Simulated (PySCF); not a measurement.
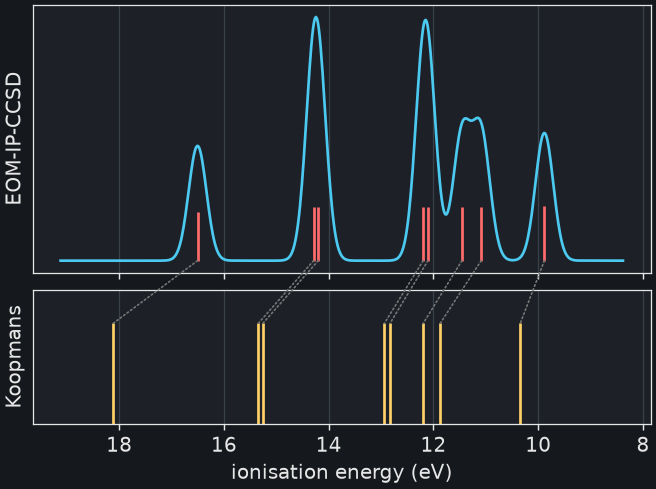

Valence photoelectron lines of CH₈Ge₂, SMILES [CH3][GeH2][GeH3], singlet: vertical EOM-IP-CCSD/aug-cc-pVDZ (frozen core, PySCF 2.14.0, at a PBE0-D3(BJ)/def2-SVP geometry (no frequency check); 8 lines, one for each of the 8 highest orbitals, so a line of a deeper orbital can be missing among them) above, Hartree-Fock orbital energies with the sign turned below, non-relativistic; dotted lines join each line to its leading orbital. Stick heights are one-hole weights (summed over degenerate lines), not cross-sections; Gaussian width 0.40 eV.

Do correlation and relaxation change the order of the lines?

Not among these holes, which come in the order of the orbitals, HOMO, HOMO−1, HOMO−2, HOMO−3, HOMO−4, HOMO−5, HOMO−6, HOMO−7. Some lines lie within 0.1 eV of each other, so their order isn't settled.

List the lines.

```csv
hole,EOM-IP-CCSD (eV),Koopmans (eV),one-hole weight
HOMO,9.88,10.34,0.96
HOMO-1,11.09,11.87,0.95
HOMO-2,11.46,12.20,0.94
HOMO-3,12.10,12.83,0.94
HOMO-4,12.20,12.94,0.94
HOMO-5,14.20,15.26,0.95
HOMO-6,14.29,15.35,0.95
HOMO-7,16.50,18.12,0.86
```

Caveats: small basis, so the lines can lie some tenths of an eV too low.
